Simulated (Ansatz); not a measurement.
Consider CH₄AlClO.

The calculation's input:

```
crystal:
  periodic: [false, false, false]
  atoms:
    - { symbol: O, position_ang: [-0.0778, 1.7161, -1.2516] }
    - { symbol: Al, position_ang: [-0.0632, 0.8212, 0.3112] }
    - { symbol: C, position_ang: [0.4056, -1.1018, 0.2863] }
    - { symbol: Cl, position_ang: [-0.6463, -1.995, -0.7053] }
    - { symbol: H, position_ang: [-1.0541, 1.6343, -1.5998] }
    - { symbol: H, position_ang: [-0.4136, 1.565, 1.6885] }
    - { symbol: H, position_ang: [1.4856, -1.2166, -0.1154] }
    - { symbol: H, position_ang: [0.4557, -1.4802, 1.3304] }
basis:
  gaussian: { orbitals: "6-31G*" }
hamiltonian:
  xc: pbe
  dispersion: d4
relax:
  f_tol: 0.015
  max_steps: 40
output:
  orbitals: {}
```

Launched as:

```sh
ansatz run input.yaml --threads 1 --pin off --max-ram 2048MiB --backend cpu --events-out ev --progress --plain --runs-dir out
```

The fields are those of the relaxed geometry.

Theory: RKS PBE-D4/6-31G* in Ansatz.

**What can the converged electron density and electron localisation function tell about the bonding?**

Al–O (1.73 Å): ρ at the midpoint is about 0.79 e/Å³; the ELF peaks at about 0.85 in the valence shell of O, 0.6 Å from its nucleus, and is about 0.40 at the midpoint.
C–Al (1.98 Å): ρ at the midpoint is about 0.69 e/Å³; the ELF peaks at about 0.95 between the atoms (a polar covalent bond).
O–H (0.97 Å): the density is about 3.5 e/Å³ at the midpoint; the ELF climbs to about 1 towards the hydrogen, as it does in any bond to H: an ordinary covalent bond to hydrogen.
C–H (1.10 Å): ρ at the midpoint is about 1.9 e/Å³; the ELF climbs to about 1 towards the hydrogen: an ordinary covalent bond to hydrogen.

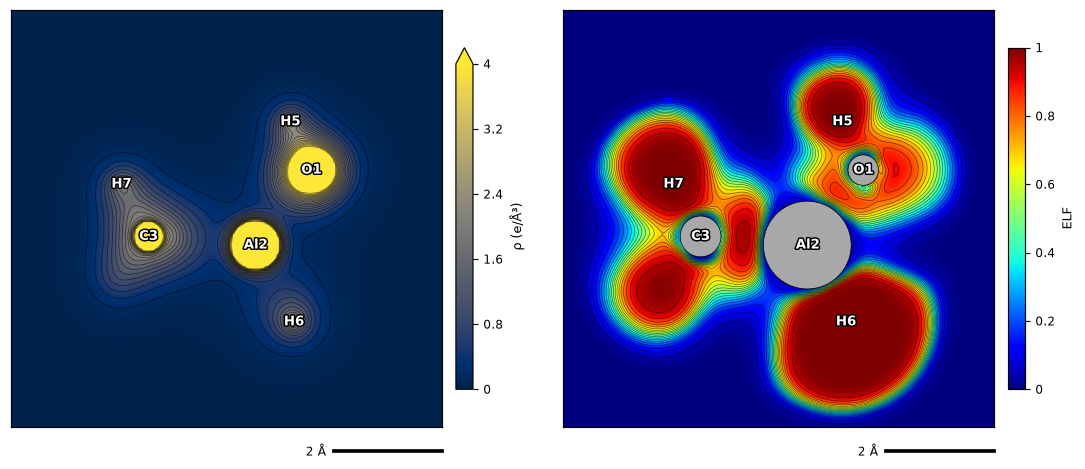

Computed electron density and electron localisation function on the plane of atoms C3, Al2 and H6, in this order. Grey discs cover the atomic cores in the ELF map. 
